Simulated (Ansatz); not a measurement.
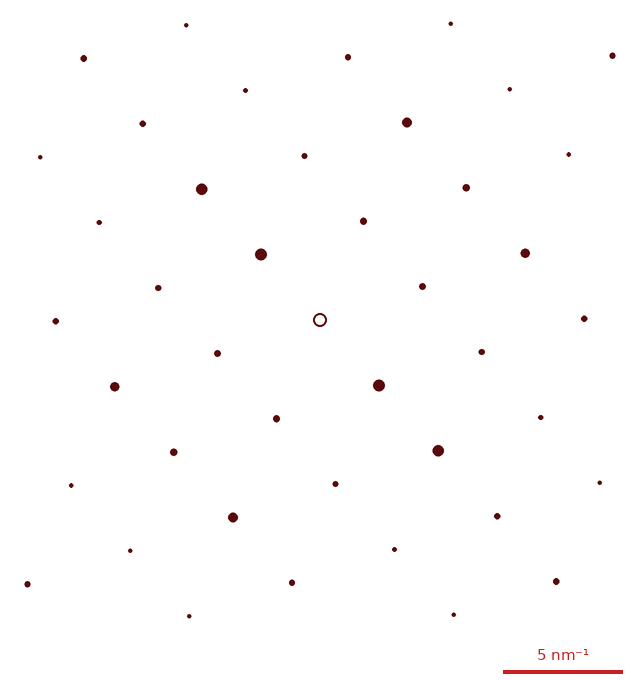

Kinematic zone-axis pattern, calculated for 80 keV electrons with B = 0.3 Å².

What net do the spots form, and what spacings does it show?

The spots form a centred rectangular net whose two shortest vectors correspond to d = 2.69 Å and 2.20 Å, 65.9° apart. Fainter spots between these are below the display threshold.

What is the point symmetry of the pattern, intensities included?

2mm. A zero-layer kinematic pattern is always centrosymmetric (Friedel's law).

Which crystal and zone produced it?

This cannot be fixed from one zone alone; the pattern is [210] of Lu₂PtS₄, space group Fd-3m (No. 227), a = 10.76 Å. The net vectors are 0 0 4 and 2 -4 2. Structure: the geometry relaxed with DFT, PAW plane waves, r2scan (Ansatz); the starting structure was generated, so it need not be a known form of this composition.
